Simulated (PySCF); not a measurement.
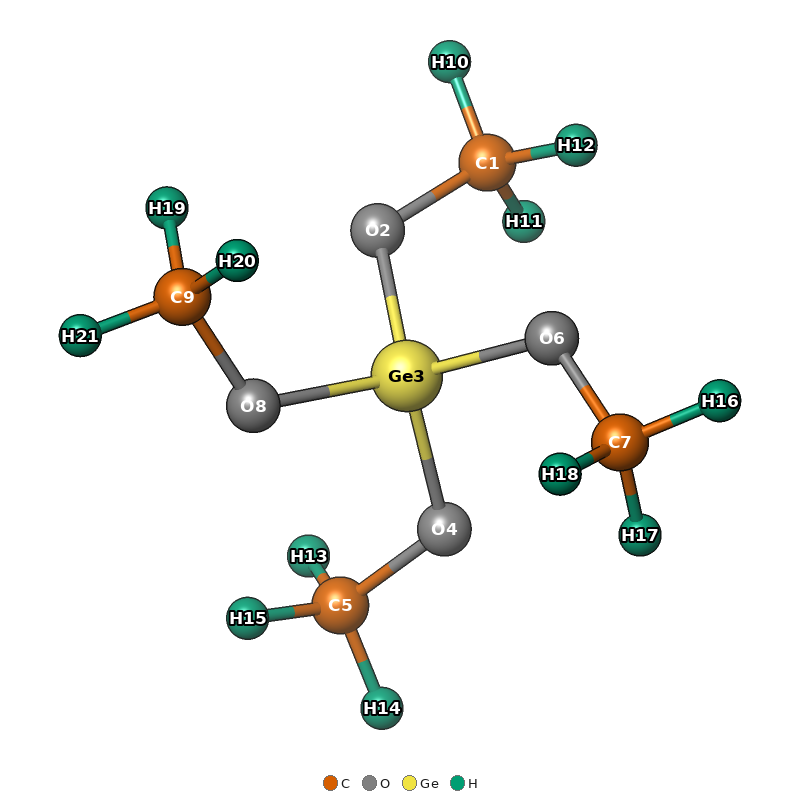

Computed geometry: PBE0-D3(BJ)/def2-SVP optimisation. No frequency run is at hand to confirm it as a minimum. Properties computed with delta-SCF UKS SCAN, pcX-2 on the ionised atom, pcseg-1 elsewhere, spin-free X2C (PySCF 2.14.0).

Give the core-electron binding energies (to vacuum) of C1 1s, O2 1s.

| atom | level | binding energy (eV) |
| --- | --- | --- |
| C1 | 1s | 292.1 |
| O2 | 1s | 537.7 |
